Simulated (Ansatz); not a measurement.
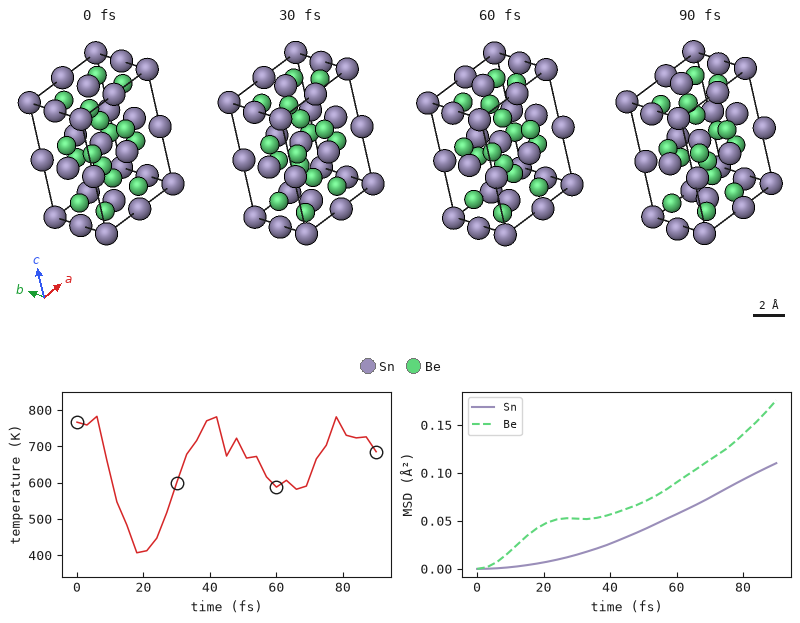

Molecular dynamics of a 24-atom cell of Be₂Sn (built on the antifluorite type), 90 fs long. Frames and the history of the run. A spheres-only model of the reduced simulation cell, seen slightly off an axis. Lengths and directions refer to the drawn axes.

Level of theory: Ansatz, DFT, PBEsol, plane waves, PAW. Run with plane-wave cutoff 420 eV; k-point mesh 2 × 2 × 2; Fermi-Dirac smearing 0.069 eV; Langevin thermostat and barostat (NPT); set temperature 800 K; time step 3 fs.

Input file:
```yaml
crystal:
  lattice:
    - [0.0, 5.803131113, 5.803131113]
    - [5.803131113, 0.0, 5.803131113]
    - [5.803131113, 5.803131113, 0.0]
  atoms:
    - { symbol: Sn, position: [0.0, 0.0, 0.0] }
    - { symbol: Be, position: [0.125, 0.125, 0.125] }
    - { symbol: Be, position: [0.375, 0.375, 0.375] }
    - { symbol: Sn, position: [0.0, 0.0, 0.5] }
    - { symbol: Be, position: [0.125, 0.125, 0.625] }
    - { symbol: Be, position: [0.375, 0.375, 0.875] }
    - { symbol: Sn, position: [0.0, 0.5, 0.0] }
    - { symbol: Be, position: [0.125, 0.625, 0.125] }
    - { symbol: Be, position: [0.375, 0.875, 0.375] }
    - { symbol: Sn, position: [0.0, 0.5, 0.5] }
    - { symbol: Be, position: [0.125, 0.625, 0.625] }
    - { symbol: Be, position: [0.375, 0.875, 0.875] }
    - { symbol: Sn, position: [0.5, 0.0, 0.0] }
    - { symbol: Be, position: [0.625, 0.125, 0.125] }
    - { symbol: Be, position: [0.875, 0.375, 0.375] }
    - { symbol: Sn, position: [0.5, 0.0, 0.5] }
    - { symbol: Be, position: [0.625, 0.125, 0.625] }
    - { symbol: Be, position: [0.875, 0.375, 0.875] }
    - { symbol: Sn, position: [0.5, 0.5, 0.0] }
    - { symbol: Be, position: [0.625, 0.625, 0.125] }
    - { symbol: Be, position: [0.875, 0.875, 0.375] }
    - { symbol: Sn, position: [0.5, 0.5, 0.5] }
    - { symbol: Be, position: [0.625, 0.625, 0.625] }
    - { symbol: Be, position: [0.875, 0.875, 0.875] }
kpoints:
  mp_grid: { grid: [2, 2, 2] }
hamiltonian:
  xc: pbesol
scf:
  occupations: { method: fermi_dirac, width: 0.069 }
md:
  ensemble: npt_langevin
  temperature: 800
  timestep: 3.0
  n_steps: 30
  initial_velocities: maxwell_boltzmann
  seed: 2829
```

Run as
```bash
ansatz run input.yaml --threads 4 --pin off --max-ram 3686MiB --backend cpu --events-out ev --progress --plain --runs-dir out
```

### What do the frames and curves show?

Root-mean-square distances from the starting positions over the second half, with the common drift of all atoms taken out: Be 0.33 Å, Sn 0.27 Å. The run lasts only 90 fs, too short to tell vibration from diffusion. The mean temperature in the second half is 671 K (standard deviation 58 K). The potential energy is still drifting at the end, so the run hasn't reached equilibrium. The potential energy in the second half lies on average 34.7 meV per atom above the first frame. The mean pressure there is −1.3 GPa. The volume ends +1.3 % from the start.

Limits of the set-up: the k-point mesh is coarse for a cell with partly filled bands.

Cost: 4 min on 4 threads of Arm Neoverse N1, on a shared host, peak memory 1.5 GiB.
